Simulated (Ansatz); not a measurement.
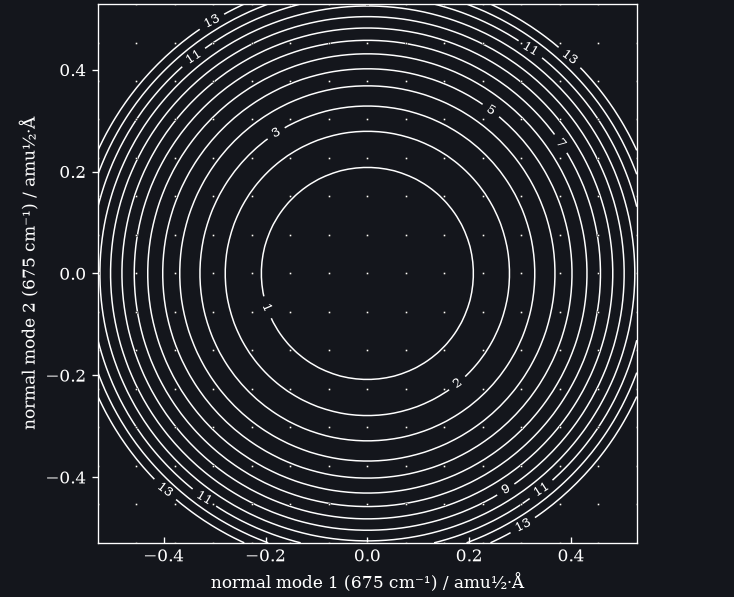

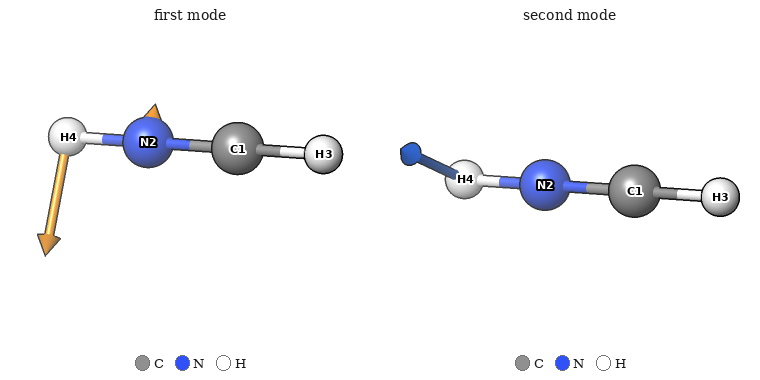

Energy landscape of CH₂N, SMILES C#[NH+], charge +1. Coordinates scanned: (1) normal mode 1 (675 cm⁻¹); (2) normal mode 2 (675 cm⁻¹). Nothing is relaxed (straight displacements along the two mass-weighted modes). Grid: 15 × 15 points; 34 points were computed and 191 follow by symmetry. Points are written as (first, second). Energies are in kcal/mol, from the lowest grid point. The calculation used Ansatz 0.2.0, RKS B3LYP-D4/def2-TZVP.

In the figure: contour lines labelled in kcal/mol (none above 13), dots at the grid points. Between grid points the surface is interpolated. The second picture is the structure at the lowest point

### Summarise what can be read from the map.

The lowest grid point is at (0.000 amu½·Å, 0.000 amu½·Å). No other kind of well shows on this grid. The highest grid point, (−0.529 amu½·Å, −0.529 amu½·Å), lies 24.3 kcal/mol above the lowest.

The whole map (34 points run) took 40 s on 1 thread of Intel(R) Xeon(R) CPU @ 2.60GHz (Ice Lake), with other jobs on the host.
